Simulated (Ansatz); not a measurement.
**Fields on a plane of Y (hcp, Mg type)**

```
CELL_PARAMETERS angstrom
      3.65564     0.00000     0.00000
     -1.82782     3.16588     0.00000
      0.00000     0.00000     5.67870
ATOMIC_POSITIONS crystal
  Y  0.33333 0.66667 0.75000
  Y  0.66667 0.33333 0.25000
```

The slice is a (-1 1 0 2) plane (indices of the conventional cell) through the point (0.333, 0.667, 0.750) (fractional), spanned by u = [110] and v = [1 -1 1] in vectors of this cell: u (3.66 Å) and v (8.51 Å, at 90° to u). It covers one period; positions are fractions (u, v).

Atoms on it: Y at (0.00, 0.00). Other atoms lie within 1 Å of the plane.

Method: PBE (plane waves to 420 eV, PAW, scalar-relativistic; Ansatz, a program for electronic structure). k mesh 15×15×8. Inside the PAW spheres the values are not all-electron values, and peaks at nuclei hang on which shells count as valence. Y is run without spin polarisation. Y was relaxed with its symmetry unable to fall.

```
|999988552200000022558899|
|998866331100000011336688|
|665533110000000000113355|
|222211000000000000001122|
|000000000000000000000000|
|000000000000000000000000|
|000000000000000000000000|
|000000000000000000000000|
|000000000000110000000000|
|000000000000000000000000|
|000000000000000000000000|
|000000000000000000000000|
|111100000000000000000011|
|443322110000000000112233|
|666644221100000011224466|
|887755221100000011225577|
|887755221100000011225577|
|776644220000000000224466|
|444422110000000000112244|
|221111000000000000001111|
|000000000000000000000000|
|000000000000000000000000|
|000000000000000000000000|
|222211000000000000001122|
|555533110000000000113355|
|998866331100000011336688|
|999988551100000011558899|
|999999552200000022559999|
```
Scale: ten equal steps from -1.07 (start of '0') to 0.57 (end of '9'), in the order '0123456789'. Values: log₁₀ of the valence density in e/Å³. The map has 12 points along u (two characters each, u = 0 at the left) and 28 along v (v = 0 in the bottom row). The scale is logarithmic, as a density can span decades between atoms and voids.

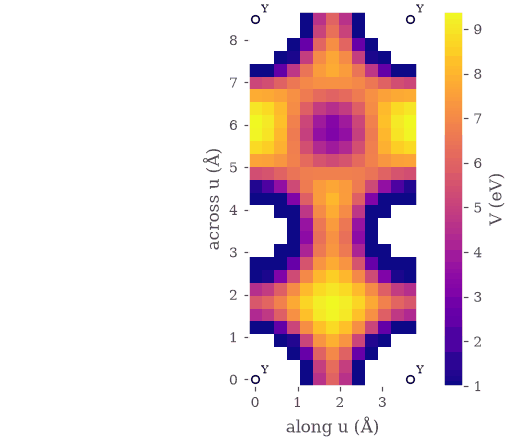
*Electrostatic potential energy of an electron, from the cell's mean, in eV, one period of the plane, atoms marked. Points within 1 Å of a nucleus are left white, as the pseudised field means little there. Values under 1 eV are set to 1. The zero, the cell's mean, hangs on the PAW cores.*
